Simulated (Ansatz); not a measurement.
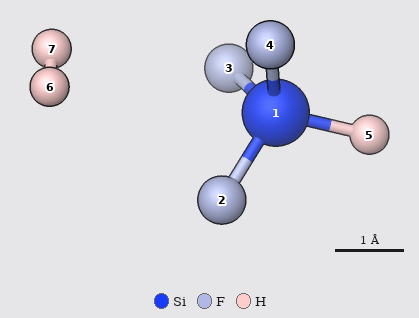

Fig. 1: The starting structure (ball-and-stick view, seen at a tilt; atoms are numbered from 1 in the order of the input). Bond lengths as drawn: F–Si 1.57 Å, H–H 0.75 Å and H–Si 1.46 Å.

# SiH$_{3}$F$_{3}$: nudged elastic band

SiH$_{3}$F$_{3}$, computed with RKS PBE0-D4/def2-SVP (Ansatz 0.2.0).

Figures and captions count atoms from 1; the log counts them from 0 in places.

**Input**
```yaml
crystal:
  periodic: [false, false, false]
  atoms:
    - {symbol: Si, position_ang: [0.193034, 0.943587, -0.323431]}
    - {symbol: F, position_ang: [1.514128, 0.138552, -0.038785]}
    - {symbol: F, position_ang: [-0.671529, 0.128898, -1.354583]}
    - {symbol: F, position_ang: [-0.616262, 1.059289, 1.020002]}
    - {symbol: H, position_ang: [0.504590, 2.270409, -0.850702]}
    - {symbol: H, position_ang: [-0.146031, -2.268442, 0.972348]}
    - {symbol: H, position_ang: [-0.777929, -2.272292, 0.575150]}
basis:
  gaussian: {orbitals: def2-SVP}
hamiltonian: {xc: pbe0, dispersion: d4}
neb:
  images: 5
  climbing: true
  max_iterations: 40
  initial_path: idpp
  final_atoms:
    - {symbol: Si, position_ang: [-0.640457, 0.240920, -0.605993]}
    - {symbol: F, position_ang: [2.038722, -0.940729, 1.266342]}
    - {symbol: F, position_ang: [-1.993030, 1.024278, -0.854245]}
    - {symbol: F, position_ang: [-0.282043, 0.423335, 0.946236]}
    - {symbol: H, position_ang: [0.432295, 0.868625, -1.394025]}
    - {symbol: H, position_ang: [1.305569, -0.423434, 1.494777]}
    - {symbol: H, position_ang: [-0.861057, -1.192995, -0.853091]}
```

Machine: 2 CPU threads, shared host.

Launched with:
```bash
ansatz run in.yaml --threads 2 --pin off --events-out ev --progress --plain --max-ram 4352MiB
```

**Log**
```
Functional definition: PBE0
  name "PBE0"
  cite "Adamo & Barone, J. Chem. Phys. 110, 6158 (1999) doi:10.1063/1.478522"
  cite "Perdew, Burke & Ernzerhof, Phys. Rev. Lett. 77, 3865 (1996) doi:10.1103/PhysRevLett.77.3865"
  parent pbe
  parameter a = 0.25
  parameter kappa = 0.804
  parameter beta = 0.06672455060314922
  exchange = (1 - a)*pbe_x(kappa = kappa, mu = beta*pi^2/3) + a*exact_x
  correlation = pbe_c(beta = beta)
741 factors; integrals over basis functions are off by at most 4.5e-4 eV
mean field evaluation 1: about -16057.9839 eV, gradient 4.5e1 eV
mean field evaluation 2: about -16055.3537 eV, gradient 6.2e1 eV
mean field evaluation 4: about -16060.9510 eV, gradient 1.3e-1 eV
mean field evaluation 8: about -16060.9497 eV, gradient 2.2e-3 eV
mean field -16060.94967354 eV, -590.2290140000 hartree, gradient 4.6e-5 eV, S^2 0.000000; 0 other end points of the search recorded, 0 dependent functions left out
the calculation of the forces begins
reference -16060.94969484 eV, -590.2290147827 hartree; 22, 22 occupied and 53, 53 virtual orbitals, 741 factors
741 factors; integrals over basis functions are off by at most 1.4e-3 eV
mean field evaluation 16: about -16059.8861 eV, gradient 1.4e0 eV
mean field -16059.90722492 eV, -590.1907047197 hartree, gradient 5.3e-5 eV, S^2 0.000000; 0 other end points of the search recorded, 0 dependent functions left out
[... from here on the field's lines of each further geometry are left out, up to the last ...]
WARN: NEB end point (image 0): max|allowed force component| = 9.477e-1 eV/Å (the criterion of neb.relax_end_points is 1.000e-2). That is over neb.f_tol: it is no minimum, so the barrier can be far off. Relax it first
WARN: NEB end point (image 6): max|allowed force component| = 1.007e0 eV/Å (the criterion of neb.relax_end_points is 1.000e-2). That is over neb.f_tol: it is no minimum, so the barrier can be far off. Relax it first
NEB iter   1: max|band force component| = 6.256e0 eV/Å  barrier→ = 9.3524 eV  barrier← = 8.3016 eV  Δτ_max = 0.2000 Å  (179 SCF iters)
NEB iter   2: max|band force component| = 5.382e0 eV/Å  barrier→ = 7.2971 eV  barrier← = 6.2463 eV  Δτ_max = 0.2000 Å  (157 SCF iters)
NEB iter   3: max|band force component| = 2.440e1 eV/Å  barrier→ = 5.0600 eV  barrier← = 4.0092 eV  Δτ_max = 0.1011 Å  (151 SCF iters)
NEB iter   4: max|band force component| = 8.716e0 eV/Å  barrier→ = 4.2419 eV  barrier← = 3.1912 eV  Δτ_max = 0.2000 Å  (136 SCF iters)
NEB iter   5: max|band force component| = 4.021e0 eV/Å  barrier→ = 3.1554 eV  barrier← = 2.1047 eV  Δτ_max = 0.2000 Å  (138 SCF iters)
NEB iter   6: max|band force component| = 3.058e0 eV/Å  barrier→ = 2.2865 eV  barrier← = 1.2358 eV  Δτ_max = 0.1048 Å  (145 SCF iters)
NEB iter   7: max|band force component| = 8.832e-1 eV/Å  barrier→ = 1.9306 eV  barrier← = 0.8799 eV  Δτ_max = 0.1969 Å  (123 SCF iters)
NEB iter   8: max|band force component| = 8.358e-1 eV/Å  barrier→ = 1.8136 eV  barrier← = 0.7629 eV  Δτ_max = 0.1462 Å  (124 SCF iters)
NEB iter   9: max|band force component| = 7.640e-1 eV/Å  barrier→ = 1.6794 eV  barrier← = 0.6287 eV  Δτ_max = 0.1919 Å  (122 SCF iters)
NEB iter  10: max|band force component| = 9.098e-1 eV/Å  barrier→ = 1.8184 eV  barrier← = 0.7676 eV  CI = image 3  Δτ_max = 0.1994 Å  (120 SCF iters)
NEB iter  11: max|band force component| = 2.186e0 eV/Å  barrier→ = 2.5493 eV  barrier← = 1.4985 eV  CI = image 3  Δτ_max = 0.1010 Å  (126 SCF iters)
NEB iter  12: max|band force component| = 2.095e0 eV/Å  barrier→ = 2.4183 eV  barrier← = 1.3676 eV  CI = image 3  Δτ_max = 0.1943 Å  (123 SCF iters)
NEB iter  13: max|band force component| = 1.199e0 eV/Å  barrier→ = 2.2678 eV  barrier← = 1.2170 eV  CI = image 3  Δτ_max = 0.1091 Å  (121 SCF iters)
NEB iter  14: max|band force component| = 5.956e-1 eV/Å  barrier→ = 2.2191 eV  barrier← = 1.1684 eV  CI = image 3  Δτ_max = 0.0325 Å  (126 SCF iters)
NEB iter  15: max|band force component| = 1.121e-1 eV/Å  barrier→ = 2.1998 eV  barrier← = 1.1491 eV  CI = image 3  Δτ_max = 0.0170 Å  (124 SCF iters)
NEB iter  16: max|band force component| = 8.235e-2 eV/Å  barrier→ = 2.1963 eV  barrier← = 1.1456 eV  CI = image 3  Δτ_max = 0.0220 Å  (115 SCF iters)
NEB iter  17: max|band force component| = 1.058e-1 eV/Å  barrier→ = 2.1924 eV  barrier← = 1.1417 eV  CI = image 3  Δτ_max = 0.0110 Å  (119 SCF iters)
NEB iter  18: max|band force component| = 8.915e-2 eV/Å  barrier→ = 2.1910 eV  barrier← = 1.1402 eV  CI = image 3  Δτ_max = 0.0221 Å  (112 SCF iters)
NEB iter  19: max|band force component| = 4.726e-2 eV/Å  barrier→ = 2.1876 eV  barrier← = 1.1368 eV  CI = image 3  Δτ_max = 0.0217 Å  (112 SCF iters)
NEB iter  20: max|band force component| = 5.320e-2 eV/Å  barrier→ = 2.1851 eV  barrier← = 1.1343 eV  CI = image 3  Δτ_max = 0.0441 Å  (27 SCF iters)
NEB iter  21: max|band force component| = 5.849e-2 eV/Å  barrier→ = 2.1832 eV  barrier← = 1.1325 eV  CI = image 3  Δτ_max = 0.0441 Å  (115 SCF iters)
NEB iter  22: max|band force component| = 5.085e-2 eV/Å  barrier→ = 2.1819 eV  barrier← = 1.1312 eV  CI = image 3  Δτ_max = 0.0441 Å  (111 SCF iters)
NEB iter  23: max|band force component| = 5.169e-2 eV/Å  barrier→ = 2.1813 eV  barrier← = 1.1305 eV  CI = image 3  Δτ_max = 0.0221 Å  (112 SCF iters)
the calculation of the forces begins
reference -16059.95613451 eV, -590.1925021141 hartree; 22, 22 occupied and 53, 53 virtual orbitals, 743 factors
these checks for a lower state are left out or cut short: stability, starts, cluster_reference, orbital_swaps, neighbouring_geometries, increment
744 factors; integrals over basis functions are off by at most 1.4e-3 eV
mean field -16058.78264650 eV, -590.1493772252 hartree, gradient 8.2e-7 eV, S^2 0.000000; 0 other end points of the search recorded, 0 dependent functions left out
the calculation of the forces begins
reference -16058.78266570 eV, -590.1493779305 hartree; 22, 22 occupied and 53, 53 virtual orbitals, 744 factors
NEB iter  24: max|band force component| = 3.461e-2 eV/Å  barrier→ = 2.1811 eV  barrier← = 1.1303 eV  CI = image 3  Δτ_max = 0.0000 Å  (950 SCF iters)
```

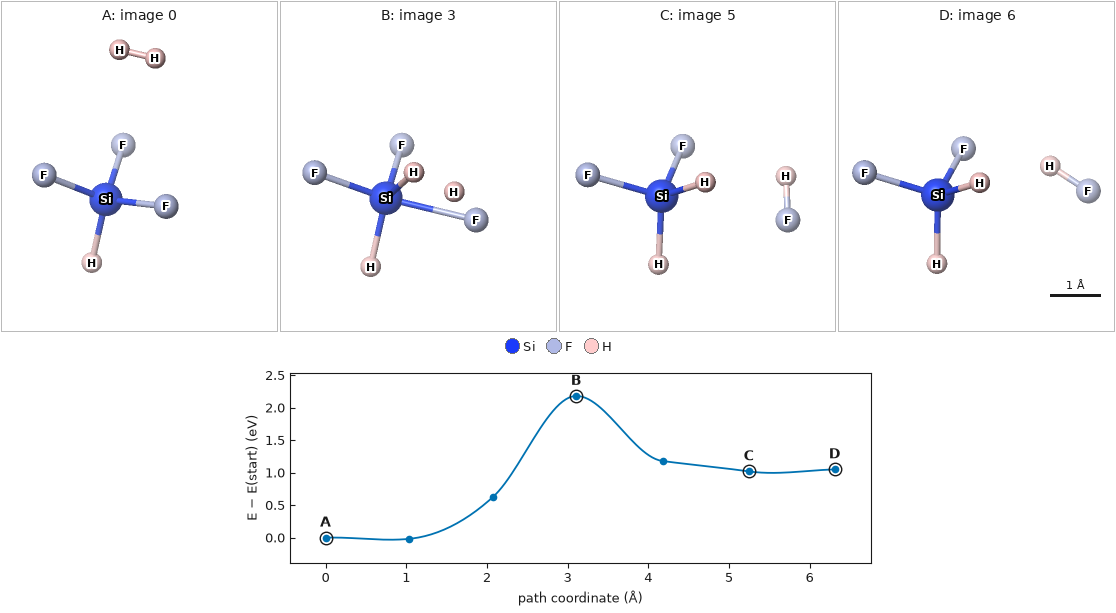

Fig. 2: Images of the last band (counted from 0; ball-and-stick, seen at a tilt) above the energy along the path; the line is a cubic interpolation that uses the forces. The highest image is number 3, 2.181 eV above the start and 1.130 eV above the end (the climbing image); the end lies 1.051 eV above the start. The path is 6.31 Å long. The band converged in 24 iterations. The end points carry forces over 0.1 eV/Å, so they aren't fully relaxed minima and the barriers are approximate.

```
Total energy: -16058.84608420 eV, -590.1517085175 hartree
Atom 0 at    -0.198992     0.335196    -0.160200 Å, force     0.008917    -0.003412     0.001343 eV/Å
Atom 1 at     1.319901    -0.131515     0.851316 Å, force    -0.004747     0.000931    -0.003502 eV/Å
Atom 2 at    -1.446776     0.061227    -1.164422 Å, force    -0.003327     0.000553     0.000441 eV/Å
Atom 3 at    -0.950679     0.862595     1.157523 Å, force    -0.002384     0.001944     0.001227 eV/Å
Atom 4 at     0.608709     1.274931    -0.948458 Å, force    -0.000197    -0.000615     0.000522 eV/Å
Atom 5 at     0.719613    -1.065920     0.409411 Å, force     0.000280     0.000002     0.002734 eV/Å
Atom 6 at    -0.051776    -1.336513    -0.145170 Å, force     0.001457     0.000597    -0.002766 eV/Å
Dipole moment:     0.260029    -0.231949    -0.138942 e Å
```

**The last band as extended XYZ (Å, eV, eV/Å)**
```
7
Properties=species:S:1:pos:R:3:forces:R:3 image=0 energy=-16061.02713
Si    0.1930    0.9436   -0.3234    0.2210   0.9477  -0.3728
F     1.5141    0.1386   -0.0388    0.9210  -0.5753   0.2095
F    -0.6715    0.1289   -1.3546   -0.6127  -0.5827  -0.7139
F    -0.6163    1.0593    1.0200   -0.5650   0.0711   0.9381
H     0.5046    2.2704   -0.8507    0.0289   0.1180  -0.0492
H    -0.1460   -2.2684    0.9723    0.4530   0.0132   0.2769
H    -0.7779   -2.2723    0.5752   -0.4462   0.0081  -0.2886
7
Properties=species:S:1:pos:R:3:forces:R:3 image=1 energy=-16061.04524
Si    0.0546    0.8959   -0.1942    0.0031   0.0421   0.0040
F     1.3179    0.0595    0.3202    0.0051  -0.0034  -0.0470
F    -0.9317   -0.0481   -1.0273    0.0451  -0.0082  -0.0167
F    -0.7416    1.3980    1.0979   -0.0011   0.0519  -0.0099
H     0.5099    2.0050   -1.0358   -0.0230   0.0693   0.0197
H     0.2246   -2.1079    0.6029   -0.0155  -0.0789   0.0232
H    -0.4336   -2.2024    0.2362   -0.0136  -0.0727   0.0267
7
Properties=species:S:1:pos:R:3:forces:R:3 image=2 energy=-16060.40324
Si   -0.0382    0.6545   -0.0990    0.1406   0.3760   0.0836
F     1.2888    0.0338    0.5993   -0.0674   0.2240  -0.2119
F    -1.1878   -0.0846   -0.9577    0.3750  -0.2160   0.1229
F    -0.8520    1.1822    1.1734   -0.0390   0.2678  -0.0117
H     0.5518    1.5780   -1.0592   -0.0941   0.4415  -0.0143
H     0.4368   -1.6109    0.3662   -0.2640  -0.6070  -0.0451
H    -0.1996   -1.7530   -0.0230   -0.0510  -0.4864   0.0765
7
Properties=species:S:1:pos:R:3:forces:R:3 image=3 energy=-16058.84606
Si   -0.1990    0.3352   -0.1602    0.0089  -0.0034   0.0013
F     1.3199   -0.1315    0.8513   -0.0047   0.0009  -0.0035
F    -1.4468    0.0612   -1.1644   -0.0033   0.0006   0.0004
F    -0.9507    0.8626    1.1575   -0.0024   0.0019   0.0012
H     0.6087    1.2749   -0.9485   -0.0002  -0.0006   0.0005
H     0.7196   -1.0659    0.4094    0.0003   0.0000   0.0027
H    -0.0518   -1.3365   -0.1452    0.0015   0.0006  -0.0028
7
Properties=species:S:1:pos:R:3:forces:R:3 image=4 energy=-16059.84745
Si   -0.4996    0.2363   -0.4005   -0.0621  -0.0250  -0.0507
F     1.6057   -0.1474    1.0826    0.0753  -0.0291   0.0439
F    -1.7537    0.1924   -1.4143   -0.0755   0.0581  -0.0452
F    -1.0848    0.6960    1.0276   -0.0016  -0.0137  -0.0178
H     0.4661    1.2201   -0.9247   -0.0148  -0.0232  -0.0013
H     1.3170   -1.0162    0.9445    0.1154   0.0002   0.1138
H    -0.0507   -1.1811   -0.3152   -0.0367   0.0327  -0.0427
7
Properties=species:S:1:pos:R:3:forces:R:3 image=5 energy=-16060.00709
Si   -0.4923    0.1189   -0.5300    0.0021  -0.0127  -0.0291
F     1.7417   -0.1786    0.9264    0.0360  -0.0374  -0.0093
F    -1.8927    0.1825   -1.3312   -0.0337   0.0318   0.0244
F    -0.8673    0.2933    1.0445    0.0634  -0.0569  -0.0010
H     0.3276    1.2628   -0.9733   -0.0066  -0.0043  -0.0202
H     1.1315   -0.4374    1.5717   -0.0511   0.0924   0.1190
H     0.0515   -1.2416   -0.7081   -0.0100  -0.0129  -0.0838
7
Properties=species:S:1:pos:R:3:forces:R:3 image=6 energy=-16059.97638
Si   -0.5504   -0.0357   -0.7289    0.9798  -0.1039  -0.4879
F     1.9616    0.0412    1.6720   -0.0954  -0.0049  -0.1108
F    -2.0410    0.0051   -1.2591   -0.9919   0.0272  -0.3525
F    -0.6256    0.1159    0.8657    0.0102   0.0925   1.0069
H     0.1822    1.1255   -1.2589    0.0719   0.0917  -0.0578
H     1.0401    0.1007    1.7396   -0.0345   0.0059   0.0412
H     0.0331   -1.3527   -1.0303    0.0600  -0.1085  -0.0392
```

**Key numbers**

| quantity | value |
| --- | --- |
| outcome | converged |
| barrier, forward | 2.181 eV |
| barrier, backward | 1.130 eV |
| dipole moment (one image of the band) | 1.80 D |
| wall time | 2.5 min (CPU time 4.7 min) |
| peak memory | 0.35 GiB |
